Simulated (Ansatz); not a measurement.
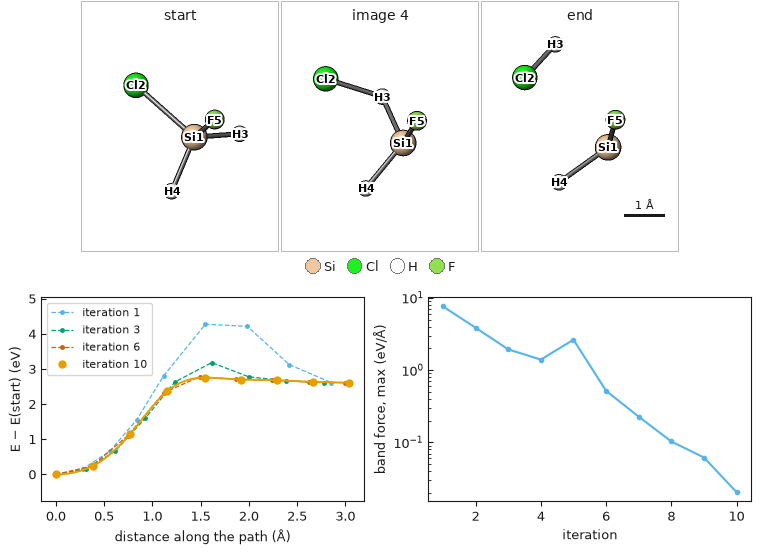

A nudged-elastic-band calculation for SiH2ClF. Images are numbered from 0 (start) to 8 (end). The plot follows the band through its iterations. A ball-and-stick model, seen from a free direction.

Theory: RKS BLYP-D4/def2-SVP in Ansatz.

The input:
```yaml
crystal:
  periodic: [false, false, false]
  atoms:
    - { symbol: Si, position_ang: [0.299901, 0.019022, 0.094234] }
    - { symbol: Cl, position_ang: [0.671769, -0.000298, 2.136021] }
    - { symbol: H, position_ang: [1.598782, -0.025191, -0.637627] }
    - { symbol: H, position_ang: [-0.523562, 1.216352, -0.24083] }
    - { symbol: F, position_ang: [-0.55629, -1.315884, -0.297097] }
basis:
  gaussian: { orbitals: def2-SVP }
hamiltonian:
  xc: blyp
  dispersion: d4
neb:
  order_check: false
  images: 7
  f_tol: 0.05
  max_iterations: 60
  final_atoms:
    - { symbol: Si, position_ang: [-0.32510408, 0.1926788, -0.83590877] }
    - { symbol: Cl, position_ang: [1.46972896, 0.20102613, 1.41350671] }
    - { symbol: H, position_ang: [2.48623415, -0.29896984, 0.76862392] }
    - { symbol: H, position_ang: [-1.13945422, 1.07572522, 0.16208053] }
    - { symbol: F, position_ang: [-1.00080481, -1.27645932, -0.45360139] }
  initial_path:
    images:
      - { positions_ang: [[0.299901, 0.019022, 0.094234], [0.671769, -0.000298, 2.136021], [1.598782, -0.025191, -0.637627], [-0.523562, 1.216352, -0.24083], [-0.55629, -1.315884, -0.297097]] }
      - { positions_ang: [[0.22490942, 0.01416586, 0.07068862], [0.82172592, 0.00014532, 2.0901197], [1.61305031, -0.01847475, -0.44883418], [-0.56500559, 1.20978088, -0.30217267], [-0.60408006, -1.3116163, -0.35510047]] }
      - { positions_ang: [[0.14991783, 0.00930972, 0.04714323], [0.97168284, 0.00058864, 2.04421841], [1.62731863, -0.01175851, -0.26004136], [-0.60644918, 1.20320976, -0.36351535], [-0.65187012, -1.3073486, -0.41310393]] }
      - { positions_ang: [[0.07492625, 0.00445358, 0.02359785], [1.12163976, 0.00103195, 1.99831711], [1.64158694, -0.00504226, -0.07124853], [-0.64789277, 1.19663864, -0.42485802], [-0.69966018, -1.30308091, -0.4711074]] }
      - { positions_ang: [[-6.534e-05, -0.00040256, 5.246e-05], [1.27159668, 0.00147527, 1.95241581], [1.65585525, 0.00167398, 0.11754429], [-0.68933636, 1.19006752, -0.4862007], [-0.74745023, -1.29881321, -0.52911086]] }
      - { positions_ang: [[-0.08132502, 0.04786778, -0.20893784], [1.32112975, 0.05136299, 1.81768854], [1.86344998, -0.07348697, 0.2803142], [-0.80186583, 1.16148194, -0.32413039], [-0.81078888, -1.29322474, -0.5102335]] }
      - { positions_ang: [[-0.16258471, 0.09613812, -0.41792815], [1.37066282, 0.1012507, 1.68296126], [2.0710447, -0.14864793, 0.4430841], [-0.91439529, 1.13289637, -0.16206009], [-0.87412752, -1.28763626, -0.49135613]] }
      - { positions_ang: [[-0.24384439, 0.14440846, -0.62691846], [1.42019589, 0.15113841, 1.54823398], [2.27863942, -0.22380888, 0.60585401], [-1.02692475, 1.1043108, 1.022e-05], [-0.93746617, -1.28204779, -0.47247876]] }
      - { positions_ang: [[-0.32510408, 0.1926788, -0.83590877], [1.46972896, 0.20102613, 1.41350671], [2.48623415, -0.29896984, 0.76862392], [-1.13945422, 1.07572522, 0.16208053], [-1.00080481, -1.27645932, -0.45360139]] }
```

Launched with:
```bash
ansatz run input.yaml --threads 1 --pin off --max-ram 2048MiB --backend cpu --events-out ev --progress --plain --runs-dir out
```

### Did the band converge, and can the barrier be trusted?

The result is final at these settings. The band converged in 10 iterations. The largest component of the band force went from 7.6 to 0.02 eV/Å. The climbing image converged on the top of the path. Its vibrational analysis gives one imaginary mode (447i cm⁻¹), as a transition state must have. The first iteration put the highest image at 4.27 eV. Forward barrier 2.75 eV, backward barrier 0.14 eV, with image 4 at the top; the reaction energy is +2.61 eV.

Cost: 73 s on 1 thread of Arm Neoverse V2, on a shared host, peak memory 0.1 GiB.
